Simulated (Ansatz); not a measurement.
The reference is WSe2 in the 2H-MoS2 type structure (space group P6_3/mmc, No. 194; a = 3.2999 Å, c = 13.1513 Å; layered, stacked along the Cartesian z axis).

One thing is altered: an isotropic linear strain of +3.31 %; the atoms relax in the strained cell.

Method: plane-wave PAW DFT at the r2SCAN+rVV10 level (Ansatz, a program for electronic structure, 500 eV), no spin-orbit coupling.

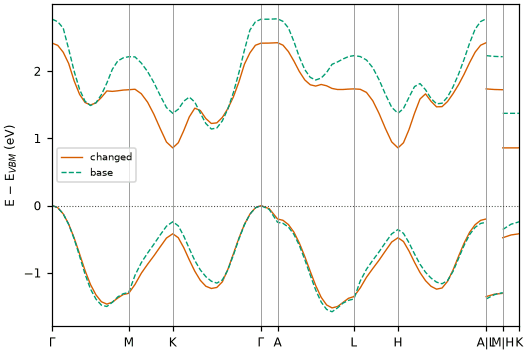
Fig. 1. Highest valence and lowest conduction band along the path, each from its own valence-band maximum

The gap is 0.86 eV, indirect, Γ → K; the base has 1.12 eV.

Spin-orbit coupling, missing from the scalar runs, can matter with W. Stability against distortions was not tested.
